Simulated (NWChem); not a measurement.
# One shape, several levels: CH3I (SMILES CI)

Aim: a comparison of 6 runs (HF/3-21G, PBE0/STO-3G, PBE0/def2-SVP, PBE/def2-SVPD, r2SCAN/def2-SVPD, PBE/6-311G**) of CH3I. 

The calculation is run with NWChem 7.3.0.

3 further runs of the same task are left out: 3 set aside as unsound or not needed. Runs told in other sessions of the task aren't counted.

## 1. The system as given

CH3I: 5 atoms, total charge 0, spin state singlet. SMILES: `CI`. The coordinates come from a PBE0-D4/def2-TZVP relaxation.

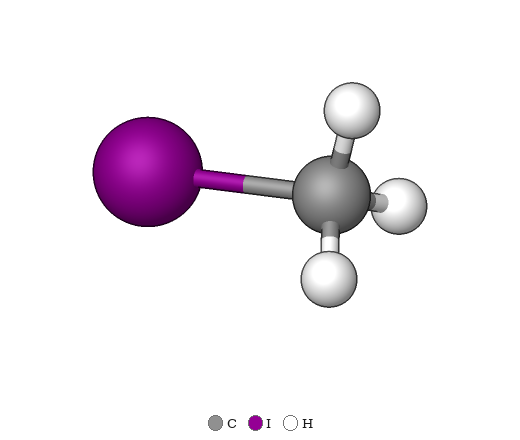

The structure, seen from a chosen angle (carbon grey, iodine purple, hydrogen white).

## 2. Energy and gradient at HF/3-21G (run 1)

Input file geom.nw:

```
start geom
memory total 2200 mb

geometry units angstrom noautosym nocenter noautoz
 C    -0.044100   -0.162730    0.153180
 I     0.368060    1.358130   -1.278460
 H     0.760650   -0.889590    0.103440
 H    -0.088230    0.307420    1.130650
 H    -0.996380   -0.613220   -0.108810
end

basis spherical bse
 * library 3-21G
end

scf
 thresh 1e-08
 maxiter 80
 print low
end

task scf gradient
```

Run with:

```console
$ nwchem geom.nw > geom.out
```

Log:

```text
[...]
  functions       =    46
[...]
  wavefunction    = RHF
[...]
         Total SCF energy =  -6926.700198724618
      One-electron energy =  -9769.422347387026
      Two-electron energy =   2722.477632151102
 Nuclear repulsion energy =    120.244516511307
        Time for solution =      5.2s
[...]
                         RHF ENERGY GRADIENTS
    atom               coordinates                        gradient
                 x          y          z           x          y          z
   1 C      -0.083337  -0.307515   0.289468    0.004107   0.015155  -0.014275
   2 I       0.695533   2.566494  -2.415939   -0.004479  -0.016528   0.015559
   3 H       1.437420  -1.681081   0.195473    0.006356  -0.003067  -0.002378
   4 H      -0.166731   0.580940   2.136619    0.000265   0.005523   0.004995
   5 H      -1.882885  -1.158818  -0.205621   -0.006249  -0.001083  -0.003900
 Task  times  cpu:        7.5s     wall:        7.5s
 Total times  cpu:        7.6s     wall:        7.6s
```

It took 8.1 s on 1 thread of Intel Xeon Platinum 8259CL at 2.50GHz (Skylake/Cascade Lake), shared host; peak memory 0.099 GiB.

## 3. Energy and forces at PBE0/STO-3G (run 2)

Input file run.py:

```python
from ase import Atoms
from ase.calculators.nwchem import NWChem

molecule = Atoms(['C', 'I', 'H', 'H', 'H'], positions=[
    [-0.044100, -0.162730, 0.153180],
    [0.368060, 1.358130, -1.278460],
    [0.760650, -0.889590, 0.103440],
    [-0.088230, 0.307420, 1.130650],
    [-0.996380, -0.613220, -0.108810],
])

calc = NWChem(
    label='struct',
    theory='dft',
    memory='2200 mb',
    basis='STO-3G',
    basispar='spherical bse',
    dft={'xc': 'pbe0', 'mult': '1', 'grid': 'xfine', 'convergence': 'energy 1e-08', 'iterations': '100', 'mulliken': None, 'print': 'low'},
)
molecule.calc = calc

forces = molecule.get_forces()
e = molecule.get_potential_energy()
print(f"E = {e:.6f} eV")
print("forces (eV/A):")
for s, f in zip(molecule.symbols, forces):
    print(f"{s:2s} {f[0]:10.5f} {f[1]:10.5f} {f[2]:10.5f}")
```

Run with:

```console
$ export ASE_NWCHEM_COMMAND="nwchem PREFIX.nwi > PREFIX.nwo"
$ python run.py
```

Log:

```text
E = -187539.507449 eV
forces (eV/A):
C     0.19386    0.71544   -0.67291
I     0.02216    0.08171   -0.07698
H     0.17437   -0.40495    0.17298
H    -0.06639   -0.06556    0.46408
H    -0.32401   -0.32663    0.11277
```

The calculator wrote struct.nwi:

```
title "struct"

permanent_dir struct

scratch_dir struct

start struct

geometry units angstrom nocenter noautosym noautoz
  C  -4.4100000000000000e-02 -1.6273000000000001e-01 1.5318000000000001e-01
  I  3.6806000000000000e-01 1.3581300000000001e+00 -1.2784599999999999e+00
  H  7.6065000000000005e-01 -8.8958999999999999e-01 1.0344000000000000e-01
  H  -8.8230000000000003e-02 3.0742000000000003e-01 1.1306499999999999e+00
  H  -9.9638000000000004e-01 -6.1321999999999999e-01 -1.0881000000000000e-01
end

memory 2200 mb

basis spherical bse noprint
   * library STO-3G
end

dft
  xc pbe0
  mult 1
  grid xfine
  convergence energy 1e-08
  iterations 100
  mulliken
  print low
end

task dft gradient
```

struct.nwo:

```text
Northwest Computational Chemistry Package (NWChem) 7.3.0
             --------------------------------------------------------

           Job information
           ---------------

    nwchem branch   = 7.3.0
    use scalapack   = T
    input           = struct.nwi
    prefix          = struct.
    data base       = struct/struct.db
    status          = startup
    nproc           =        1

           Memory information
           ------------------

[... 5 lines left out ...]
    hardfail = no
[... 38 lines left out ...]
            Nuclear Dipole moment (a.u.)
[... 77 lines left out ...]
         Total DFT energy =    -6891.949836054998
[... 1 line left out ...]
           Coulomb energy =     2904.076295939175
[... 1 line left out ...]
 Nuclear repulsion energy =      120.244516511306
[... 29 lines left out ...]
                         DFT ENERGY GRADIENTS

    atom               coordinates                        gradient
                 x          y          z           x          y          z
   1 C      -0.083337  -0.307515   0.289468   -0.003770  -0.013913   0.013086
   2 I       0.695533   2.566494  -2.415939   -0.000431  -0.001589   0.001497
   3 H       1.437420  -1.681081   0.195473   -0.003391   0.007875  -0.003364
   4 H      -0.166731   0.580940   2.136619    0.001291   0.001275  -0.009025
   5 H      -1.882885  -1.158818  -0.205621    0.006301   0.006352  -0.002193

 Task  times  cpu:       10.9s     wall:       10.9s
 Total times  cpu:       11.0s     wall:       11.0s
```

It took 13 s on 1 thread of Intel Xeon Platinum 8259CL at 2.50GHz (Skylake/Cascade Lake), shared host; peak memory 0.12 GiB.

Run 3 isn't shown in full; the table further down has it.

## 4. Energy and forces at PBE/def2-SVPD (core potential) (run 4)

Input file a.xyz:

```xyz
5

C     -0.044100    -0.162730     0.153180
I      0.368060     1.358130    -1.278460
H      0.760650    -0.889590     0.103440
H     -0.088230     0.307420     1.130650
H     -0.996380    -0.613220    -0.108810
```

Input file a.nw:

```
start a
memory stack 880 mb heap 220 mb global 1100 mb
geometry units angstrom noautosym nocenter noautoz
  load format xyz a.xyz
end
basis spherical bse
  * library def2-SVPD
end
ecp bse
  I library def2-SVPD
end
dft
  xc xpbe96 cpbe96
  grid xfine
  convergence energy 1e-08
  iterations 100
  mulliken
  noprint "final vectors analysis"
end
task dft gradient
```

Run with:

```console
$ nwchem a.nw > a.out
```

Log:

```text
[...]
          Wavefunction type:  closed shell.
          No. of atoms     :     5
          No. of electrons :    34
[...]
          Charge           :     0
          Spin multiplicity:     1
[...]
          AO basis - number of functions:    79
[...]
              XC Information
              --------------
          PerdewBurkeErnzerhof Exchange Functional  1.000
            Perdew 1991 LDA Correlation Functional  1.000 local
           PerdewBurkeErnz. Correlation Functional  1.000 non-local
[...]
 d= 0,ls=0.0,diis     1   -337.4826341799 -3.99D+02  1.16D-02  2.04D-01     6.3
[...]
 d= 0,ls=0.0,diis     8   -337.5069385393  1.28D-09  1.95D-06  1.81D-08    38.6
         Total DFT energy =     -337.506938539254
      One electron energy =     -693.727533696807
           Coulomb energy =      323.056398359507
    Exchange-Corr. energy =      -28.658720590622
 Nuclear repulsion energy =       61.822917388668
[...]
  wavefunction    = closed shell
                         DFT ENERGY GRADIENTS
    atom               coordinates                        gradient
                 x          y          z           x          y          z
   1 C      -0.083337  -0.307515   0.289468   -0.000356  -0.001312   0.001227
   2 I       0.695533   2.566494  -2.415939   -0.002189  -0.008077   0.007603
   3 H       1.437420  -1.681081   0.195473   -0.007693   0.007958  -0.000274
   4 H      -0.166731   0.580940   2.136619    0.000653  -0.003810  -0.010370
   5 H      -1.882885  -1.158818  -0.205621    0.009584   0.005241   0.001814
[...]
```

It took 48 s on 1 thread of Intel Xeon Platinum 8259CL at 2.50GHz (Skylake/Cascade Lake), shared host; peak memory 0.14 GiB.

Run 5 isn't shown in full; the table further down has it.

## 5. Energy and forces at PBE/6-311G(d,p) (run 6)

Input file work.nw:

```
echo
start work
memory stack 880 mb heap 220 mb global 1100 mb

geometry units angstroms noautosym nocenter noautoz
 C    -0.044100   -0.162730    0.153180
 I     0.368060    1.358130   -1.278460
 H     0.760650   -0.889590    0.103440
 H    -0.088230    0.307420    1.130650
 H    -0.996380   -0.613220   -0.108810
end

basis spherical bse
 C library 6-311G**
 I library 6-311G**
 H library 6-311G**
end

dft
 xc xpbe96 cpbe96
 grid fine
 convergence energy 1e-08
 iterations 100
 mulliken
 print medium
end

task dft gradient
```

Run with:

```console
$ nwchem work.nw > work.out
```

Log:

```text
[...]
          Wavefunction type:  closed shell.
          No. of atoms     :     5
          No. of electrons :    62
[...]
          Charge           :     0
          Spin multiplicity:     1
[...]
          AO basis - number of functions:    98
[...]
              XC Information
              --------------
          PerdewBurkeErnzerhof Exchange Functional  1.000
            Perdew 1991 LDA Correlation Functional  1.000 local
           PerdewBurkeErnz. Correlation Functional  1.000 non-local
[...]
 d= 0,ls=0.0,diis     1  -6958.7344154813 -7.08D+03  7.35D-03  8.21D+00     3.0
[...]
 d= 0,ls=0.0,diis    10  -6958.7794090756 -5.51D-09  5.10D-07  5.73D-09    23.6
         Total DFT energy =    -6958.779409075646
      One electron energy =    -9801.967107336692
           Coulomb energy =     2905.352326566133
    Exchange-Corr. energy =     -182.409144816394
 Nuclear repulsion energy =      120.244516511307
[...]
  wavefunction    = closed shell
                         DFT ENERGY GRADIENTS
    atom               coordinates                        gradient
                 x          y          z           x          y          z
   1 C      -0.083337  -0.307515   0.289468    0.000833   0.003073  -0.002900
   2 I       0.695533   2.566494  -2.415939   -0.002368  -0.008735   0.008223
   3 H       1.437420  -1.681081   0.195473   -0.003543   0.004179  -0.000507
   4 H      -0.166731   0.580940   2.136619    0.000419  -0.001406  -0.005299
   5 H      -1.882885  -1.158818  -0.205621    0.004659   0.002890   0.000483
[...]
```

It took 34 s on 1 thread of Intel Xeon Platinum 8259CL at 2.50GHz (Skylake/Cascade Lake), shared host; peak memory 0.13 GiB.

## 6. All runs side by side

| run | level | iteration cap | module | energy (Eh) | largest force (eV/Å) | wall time |
| --- | --- | --- | --- | --- | --- | --- |
| 1 | HF/3-21G | 80 | scf | -6926.700199 | 1.190 | 8.1 s |
| 2 | PBE0/STO-3G | 100 | dft | -6891.949836 | 1.001 | 13 s |
| 3 | PBE0/def2-SVP (core potential) | 100 | dft | -337.538527 | 0.344 | 28 s |
| 4 | PBE/def2-SVPD (core potential) | 100 | dft | -337.506939 | 0.581 | 48 s |
| 5 | r2SCAN/def2-SVPD (core potential) | 100 | dft | -337.666454 | 0.459 | 52 s |
| 6 | PBE/6-311G** | 100 | dft | -6958.779409 | 0.629 | 34 s |

## 7. Outcome

| quantity | value |
| --- | --- |
| run 6: total energy | -6958.77941 Eh |
| run 6: dipole moment | 1.81 D |
| run 6: HOMO energy | -6.18 eV |
| run 6: LUMO energy | -1.66 eV |
| run 6: HOMO–LUMO gap | 4.52 eV |
| run 6: largest force on an atom | 0.629 eV/Å |

Over runs 3, 4, 5, 6 the dipole moment (its size) runs from 1.62 D (PBE/def2-SVPD) to 1.81 D (PBE/6-311G**). The two ends differ in basis and core potential. Over runs 3, 5, 6 the HOMO–LUMO gap runs from 4.52 eV (PBE/6-311G**) to 6.65 eV (PBE0/def2-SVP). The two ends differ in method and basis and core potential. Totals of different functionals can't be ranked against each other. Some runs of one species differ in core potentials or relativity; totals across that change don't compare. In run 2 the basis is minimal, so the values are rough. In runs 1, 2, 6 relativity is left out where basis or elements ask for it. All runs together took 3 min, the longest 52 s.
